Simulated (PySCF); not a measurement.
H₈Si₃ (charge +1, doublet)

```yaml
atoms:
  - { symbol: Si, position_ang: [1.5543, 0.8688, -0.0016] }
  - { symbol: Si, position_ang: [0.2601, -1.2163, -0.1183] }
  - { symbol: Si, position_ang: [-1.7678, 0.1535, 0.0736] }
  - { symbol: H, position_ang: [2.8672, 0.1764, -0.1861] }
  - { symbol: H, position_ang: [1.1246, 1.7176, -1.1385] }
  - { symbol: H, position_ang: [1.3236, 1.4389, 1.3472] }
  - { symbol: H, position_ang: [0.4896, -2.0929, 1.0590] }
  - { symbol: H, position_ang: [0.3711, -1.9017, -1.4318] }
  - { symbol: H, position_ang: [-1.8346, 0.9889, -1.1492] }
  - { symbol: H, position_ang: [-1.6712, 0.8976, 1.3523] }
  - { symbol: H, position_ang: [-2.6916, -1.0228, 0.0922] }
```

Geometry: PBE0-D3(BJ)/ma-def2-SVP.

These are results of DFT single point, gas phase, functional PBE0 in PySCF 2.14.0, density-fitted response routines, not measurements.

**Predict the electron density, electron localisation function and spin density between the atoms.**

Si–Si (2.45 Å): ρ is about 0.47 e/Å³ halfway; the ELF peaks at about 0.95 between the atoms: localised, covalent bonding.
Si–H (1.50 Å): ρ is about 0.81 e/Å³ halfway; the ELF climbs to about 1 towards the hydrogen, as it does in any bond to H.
The unpaired spin (1 electron) lies mostly on Si2 (about 0.4), Si1 (about 0.2) and Si3 (about 0.2), in electrons by Hirshfeld's partition.

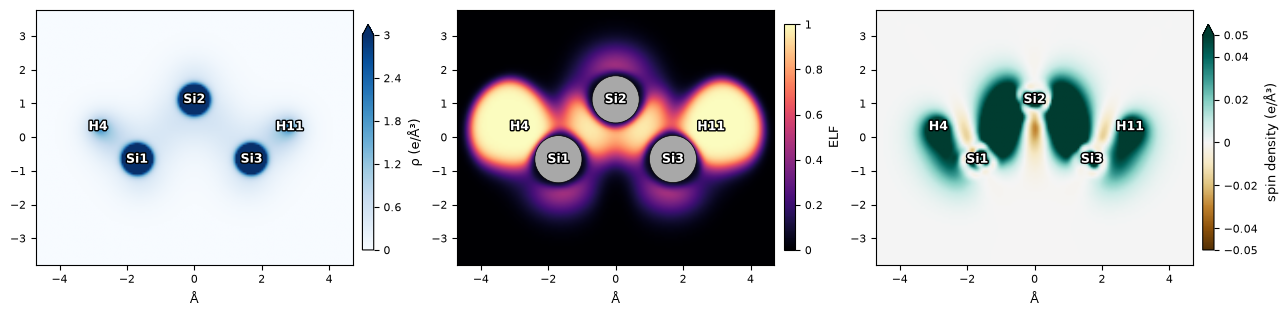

Computed electron density, electron localisation function and spin density on the plane of atoms Si1, Si2 and Si3, in this order. Grey discs cover the atomic cores in the ELF map. 
